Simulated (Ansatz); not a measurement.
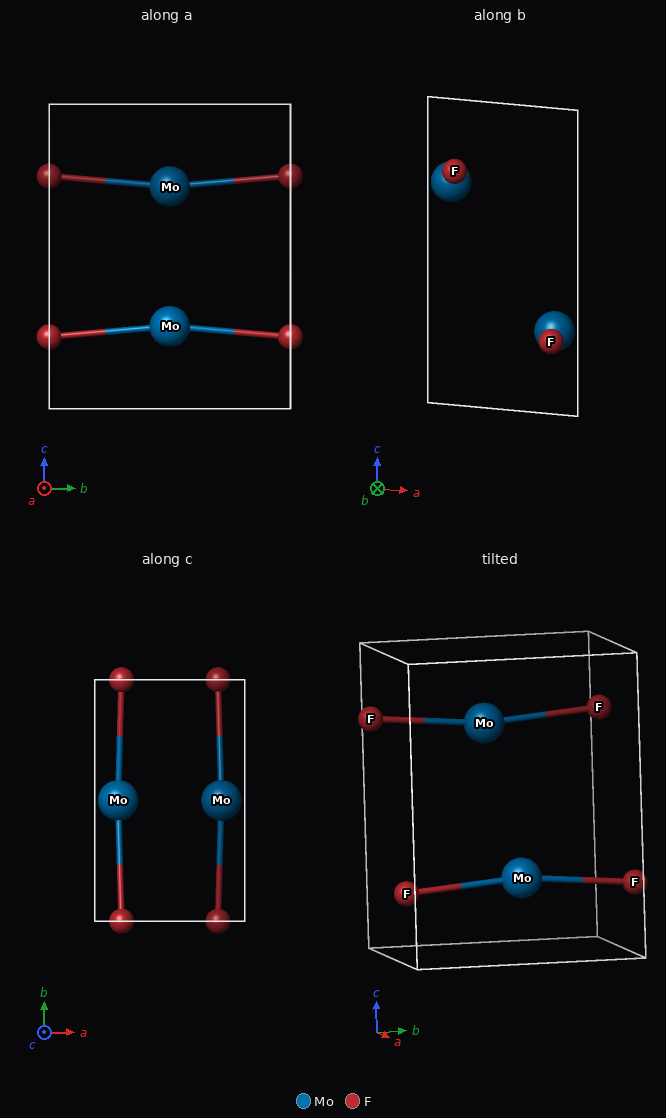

This ball-and-stick model is shown along the a axis, along the b axis, along the c axis and slightly off an axis. The edges of the conventional unit cell are marked.

Lattice parameters: a = 2.552 Å, b = 4.092 Å, c = 5.187 Å, α = 90.00°, β = 95.24°, γ = 90.00°.

Q: Set out the cell and atoms as a table of Wyckoff sites, with free fractional coordinates to two decimals.

A: Space group P2/m (No. 10).
```tsv
atom	site	x	y	z
Mo	2n	0.84	0.50	0.27
F	2m	0.18	0.00	0.76
```

The structure comes from a random cell made by a generator, so it need not be a real form of the compound. Earlier steps of the study, as a rule a relaxation of our own, may have changed the cell and positions, so they can lie some per cent off the listed ones. It was run through Ansatz as a DFT input.
